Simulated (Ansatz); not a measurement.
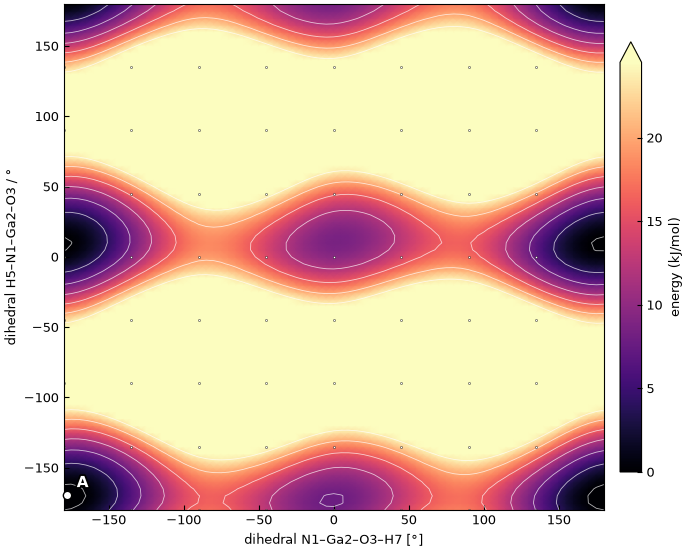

ClGaH3NO, SMILES [NH2][Ga]([OH])[Cl]. Coordinates scanned: (1) dihedral N1–Ga2–O3–H7; (2) dihedral H5–N1–Ga2–O3. Nothing is relaxed (all other coordinates rigid). Grid: 8 × 8 points. All energies are given in kJ/mol relative to the lowest grid point. All numbers below come from RKS PBE0-D4/def2-TZVP in Ansatz 0.2.0.

The picture shows a smooth colour map with a few white contour lines, dots at the grid points, one colour for all values above the top of the scale, the well A. Between grid points the surface is interpolated.

Question: Where is the minimum, and how stiff is the well along each coordinate? Take the well at A.

Answer: The interpolated minimum is at dihedral N1–Ga2–O3–H7 ≈ −178°, dihedral H5–N1–Ga2–O3 ≈ −170°. The curvatures there are about 0.33 eV/rad² and 0.67 eV/rad², with a cross term of about −0.071 eV/rad². Round the minimum the two coordinates are weakly coupled (coupling −0.15 in units of the two stiffnesses). (1 eV is 96.5 kJ/mol.)
